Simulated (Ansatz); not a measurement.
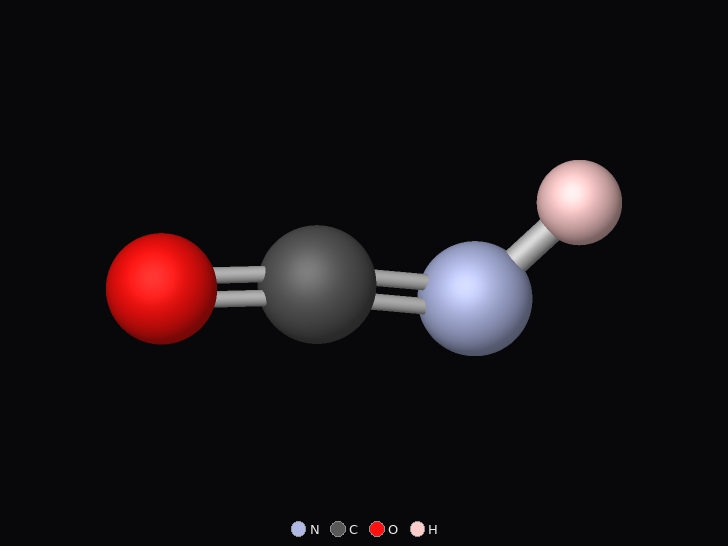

Ball-and-stick drawing of a structure.

The computed structure is the end point of a PBE0-D4/def2-TZVP optimisation.

> Give the formula.

CHNO, 4 atoms: 1 carbon, 1 hydrogen, 1 nitrogen and 1 oxygen.

> Count the bonded pairs by element.

1 C–N, 1 C–O, 1 N–H.

> Write the SMILES.

N=C=O

The parts below concern this one geometry. Atoms keep their numbers from picture to picture.

Dipole moment

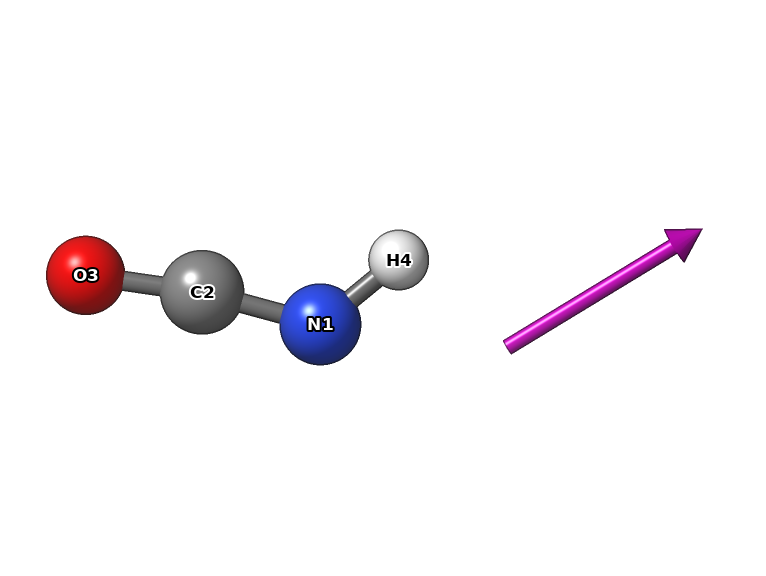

The arrow beside the molecule shows the direction of the dipole moment, from the negative to the positive end (its length means nothing). Properties computed with RKS B3LYP-D4/def2-TZVPP (Ansatz 0.2.0).

> Estimate the dipole moment.

2.13 D; it points from the side of O3 to the side of H4 (the outermost atoms at the two ends).

Charges

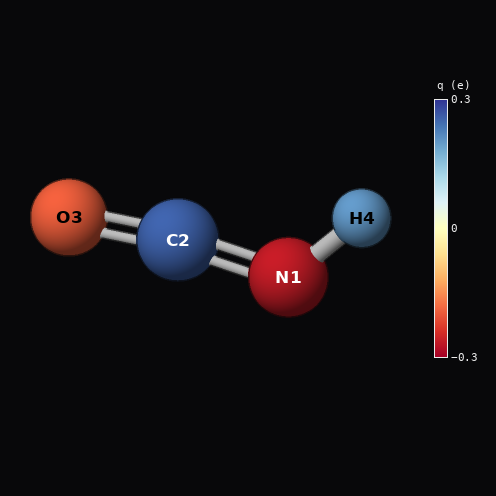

Atoms are coloured by their Mulliken charges. Level of theory: RKS B3LYP-D4/def2-TZVPP (Ansatz 0.2.0).

Give the Mulliken charges atom by atom.

```
atom  value (e)
  N1      −0.26
  C2       0.26
  O3      −0.19
  H4       0.20
```

Thermal motion

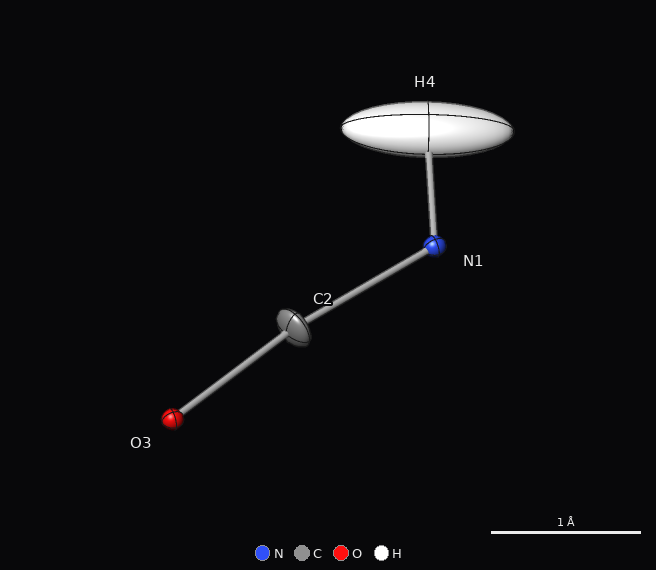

Displacement ellipsoids at the 50 % level, enlarged 2 times, from the internal vibrations of the free molecule (harmonic, no overall translation or rotation; no half-axis is drawn under 0.075 Å). Vibrations computed with RKS PBE0-D4/def2-TZVP (Ansatz 0.2.0). Temperature: 600 K.

> Which atom moves most?

H4, with U_eq = 0.0143 Å².

> Does H4 move more along its bond or across it?

Across it: the root-mean-square amplitude is 0.068 Å along the bond and up to 0.188 Å across, since bending and torsion are softer than stretching.

Give the displacement parameters, one line for each set of equivalent atoms.

```csv
atom,U_eq (Å²),rms amplitudes (Å)
N1,0.00044,"0.015, 0.020, 0.026"
C2,0.0017,"0.021, 0.048, 0.049"
O3,0.00042,"0.019, 0.021, 0.022"
H4,0.0143,"0.053, 0.068, 0.188"
```

Mulliken values depend strongly on the basis set and can even reverse the polarity of a bond.
